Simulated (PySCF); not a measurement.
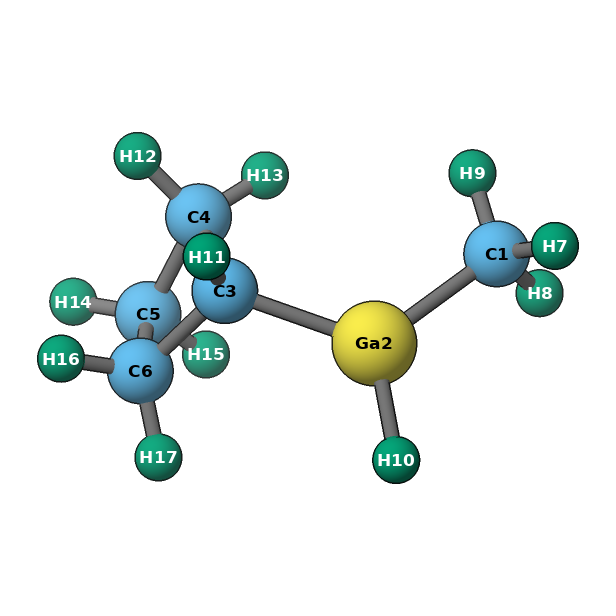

The computed structure is the end point of a PBE0-D3(BJ)/def2-SVP optimisation. No frequency run is at hand to confirm it as a minimum. Level of theory: delta-SCF UKS SCAN, pcX-2 on the ionised atom, pcseg-1 elsewhere, spin-free X2C (PySCF 2.14.0).

Give the core-electron binding energies (to vacuum) of C1 1s, C3 1s, C4 1s, C5 1s.

```json
{"atom": "C1", "level": "1s", "binding energy (eV)": "289.7"}
{"atom": "C3", "level": "1s", "binding energy (eV)": "289.6"}
{"atom": "C4", "level": "1s", "binding energy (eV)": "290.2"}
{"atom": "C5", "level": "1s", "binding energy (eV)": "290.3"}
```
